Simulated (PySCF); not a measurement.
Run report: GeH3F, core-level calculation

System: GeH3F.
Method: delta-SCF UKS SCAN, pcX-2 on the ionised atom, pcseg-1 elsewhere, spin-free X2C (PySCF 2.14.0).

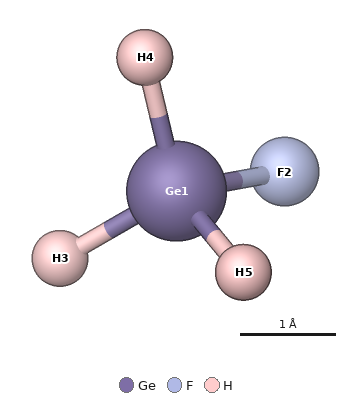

*The structure (ball-and-stick view, seen at a tilt; atoms are numbered from 1 in the order of the input). Sticks mark near contacts.*

Bond lengths as drawn: F–Ge 1.74 Å and Ge–H 1.54 Å.

### Key numbers

| quantity | value |
| --- | --- |
| outcome | converged |
| hardware | 1 CPU thread, shared host |
| wall time | 1.9 s |
| peak memory | 0.4 GiB |

### The input
```
{"job": {"kind": "xps", "holes": 5}, "charge": 0, "multiplicity": 1}
Ge    -0.057970     0.001591     0.013413
F      1.649093    -0.308127    -0.163586
H     -0.746333    -0.611296    -1.214988
H     -0.222967     1.527279     0.069285
H     -0.495119    -0.676794     1.319945
```

The first line tells a small driver script what to run in PySCF; the rest is the geometry in Å.

Run as:
```bash
OMP_NUM_THREADS=1 python <driver script> task.json out
```

### Output
```
ground state, core basis on atom 1 (F), 87 functions
  cycle   1  E = -2195.65584292  |g| = 6.86e-01
  cycle   2  E = -2195.28264115  |g| = 1.68e+00
  cycle   3  E = -2195.72666662  |g| = 6.64e-02
  cycle   4  E = -2195.72757513  |g| = 3.56e-02
  cycle   5  E = -2195.72783091  |g| = 9.17e-03
  cycle   6  E = -2195.72784639  |g| = 9.21e-04
  cycle   7  E = -2195.72784835  |g| = 1.09e-04
  E(ground) = -2195.85351012 Eh
hole in F 1s of atom 1
  cycle   1  E = -2169.40962260  |g| = 2.59e+00
  cycle   2  E = -2169.42544336  |g| = 2.10e+00
  cycle   3  E = -2170.29654135  |g| = 2.35e-01
  cycle   4  E = -2170.30869924  |g| = 3.56e-02
  cycle   5  E = -2170.30929752  |g| = 1.58e-02
  cycle   6  E = -2170.30944648  |g| = 3.20e-03
  cycle   7  E = -2170.30945076  |g| = 7.75e-04
  cycle   8  E = -2170.30945408  |g| = 1.53e-04
  E(ion) = -2170.44225944 Eh   <S^2> = 0.7569   hole on atom = 1.000   binding energy = 691.475 eV
```

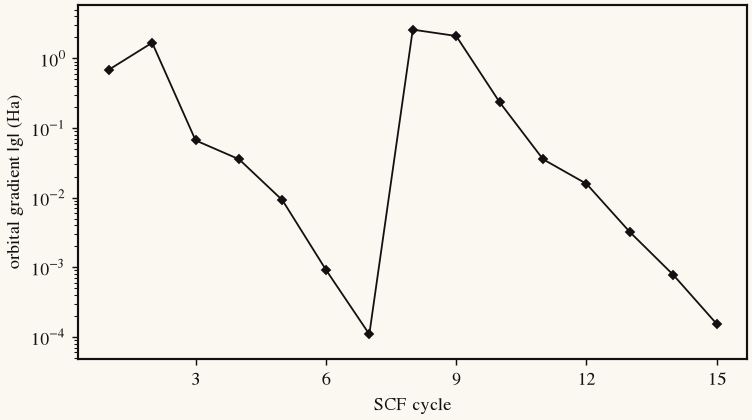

*Convergence of the self-consistent field: orbital gradient |g| against the SCF cycle.*

All cycles printed in the log are drawn one after another.
